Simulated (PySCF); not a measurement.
# C6H7O2Se: the cost of one run

Computed with PySCF 2.14.0 and routines of our own; the level stands in each step. Atoms count from 0.

### Step 1. The starting structure

16 atoms, charge -1, multiplicity 1; geometry from: GFN2-xTB.

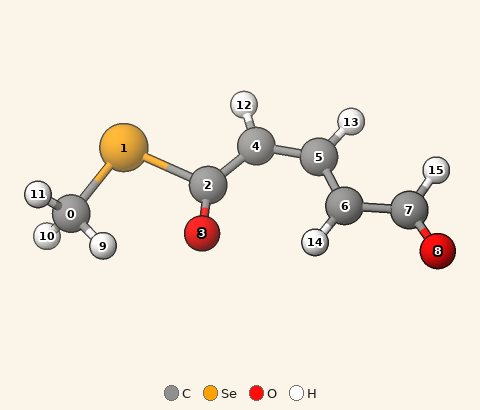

The starting geometry (carbon grey, selenium orange, oxygen red, hydrogen white).

### Step 2. Geometry optimisation at PBE0-D3(BJ)/def2-SVP

The job: settings as JSON, then the geometry in Å.

```
{"job": {"xc": "PBE0", "basis": "def2-SVP", "d3": "d3bj", "grid": 2, "kind": "geom"}, "charge": -1, "multiplicity": 1}
C      3.721641    -0.418464    -0.269386
Se     2.466888    -0.929390     1.120154
C      0.751833    -0.204150     0.142487
O      0.979276     0.294124    -0.928088
C     -0.353128    -0.441071     0.934801
C     -1.660658    -0.089515     0.592707
C     -2.104449     0.535643    -0.544958
C     -3.472218     0.822582    -0.742991
O     -3.994981     1.374654    -1.709012
H      3.110174     0.049227    -1.042349
H      4.224346    -1.302726    -0.654884
H      4.446968     0.286612     0.130734
H     -0.173876    -0.933454     1.882727
H     -2.418042    -0.349254     1.330129
H     -1.403524     0.821757    -1.314248
H     -4.127850     0.492370     0.102262
```

Command:

```sh
> OMP_NUM_THREADS=1 python excited_run.py task.json out
```

The driver reads the jobs from task.json and runs them one after another.

**Question.** How long does this first job take on 1 thread of Arm Neoverse V2, shared host, and how much memory does it need?

About 2.2 min, with a peak of 0.9 GiB.
